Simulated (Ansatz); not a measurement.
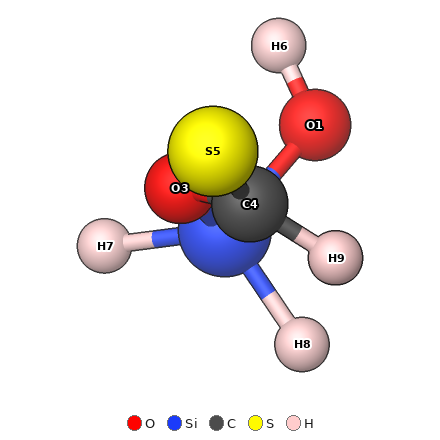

The system is CH4O2SSi, SMILES O[SiH2]OC=S; the picture shows the reference structure. 
- Coordinates scanned: (1) dihedral H6–O1–Si2–O3; (2) dihedral Si2–O3–C4–S5.
- Nothing is relaxed (all other coordinates rigid).
- The scan uses a 10 × 10 grid.
- Points are written as (first, second).
- Energies are in kJ/mol, from the lowest grid point.
- All numbers below come from Ansatz 0.2.0, RKS PBE-D4/def2-TZVP.

Its coordinates:

```json
{"atom": "O", "x (Å)": "0.4702", "y (Å)": "1.0155", "z (Å)": "1.6381"}
{"atom": "Si", "x (Å)": "0.9265", "y (Å)": "-0.0632", "z (Å)": "0.4793"}
{"atom": "O", "x (Å)": "-0.0112", "y (Å)": "0.0893", "z (Å)": "-0.9248"}
{"atom": "C", "x (Å)": "-1.2273", "y (Å)": "-0.4663", "z (Å)": "-1.0937"}
{"atom": "S", "x (Å)": "-2.1803", "y (Å)": "-0.2010", "z (Å)": "-2.3760"}
{"atom": "H", "x (Å)": "0.6367", "y (Å)": "1.9568", "z (Å)": "1.4747"}
{"atom": "H", "x (Å)": "2.3078", "y (Å)": "0.1681", "z (Å)": "-0.0179"}
{"atom": "H", "x (Å)": "0.6904", "y (Å)": "-1.4045", "z (Å)": "1.0754"}
{"atom": "H", "x (Å)": "-1.5243", "y (Å)": "-1.1410", "z (Å)": "-0.2721"}
```

Range: dihedral H6–O1–Si2–O3 from −180 to 144°; dihedral Si2–O3–C4–S5 from −180 to 144°.

Q: What will the energy surface look like?

A: The lowest grid point is at (72°, 36°). Other grid points that lie below all their neighbours: (−72°, 0°) (2.8 kJ/mol higher); (−72°, −180°) (7.5 kJ/mol higher); (108°, −180°) (14.9 kJ/mol higher). The highest grid point, (−180°, 108°), lies 36.0 kJ/mol above the lowest.

```tsv
dihedral Si2–O3–C4–S5 ↓, dihedral H6–O1–Si2–O3 →	−180	−144	−108	−72	−36	0	36	72	108	144
144	26.5	23.8	16.6	11.6	13.5	18.7	20.4	18.7	19.1	23.1
108	36.0	33.9	26.6	20.9	21.3	24.7	26.2	25.8	27.4	32.1
72	32.8	30.9	25.0	20.3	19.7	19.7	17.8	19.1	23.5	29.2
36	16.6	13.6	8.2	5.9	7.7	8.1	2.5	0.0	5.6	13.2
0	14.9	12.7	6.4	2.8	5.4	9.1	6.7	2.1	3.8	10.3
−36	25.3	23.4	16.0	11.2	14.1	20.2	20.6	16.5	15.9	20.7
−72	30.4	28.3	21.4	17.3	20.8	27.4	28.4	24.3	23.0	26.6
−108	33.4	31.6	25.5	21.8	25.3	32.0	33.5	29.6	27.7	30.2
−144	26.3	24.3	18.3	14.5	17.8	24.2	25.9	22.7	21.1	23.5
−180	20.7	18.1	11.6	7.5	10.3	16.2	17.9	15.4	14.9	18.0
```

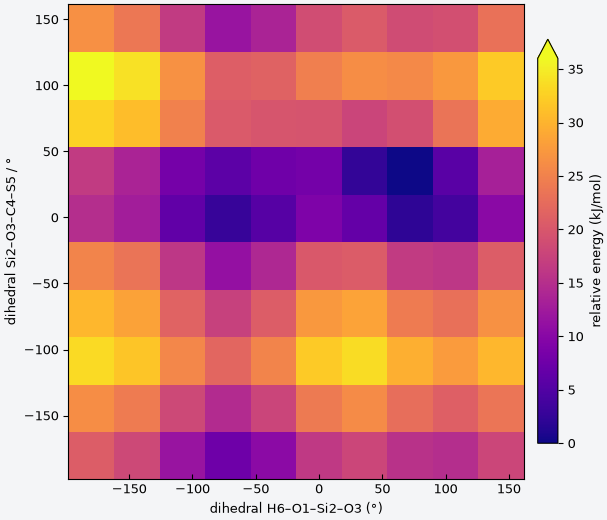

Drawn: one coloured cell a grid point, one colour for all values above the top of the scale.

Time for the 100 points that were run: 12 min on 1 thread of Arm Neoverse V1, on a shared host.
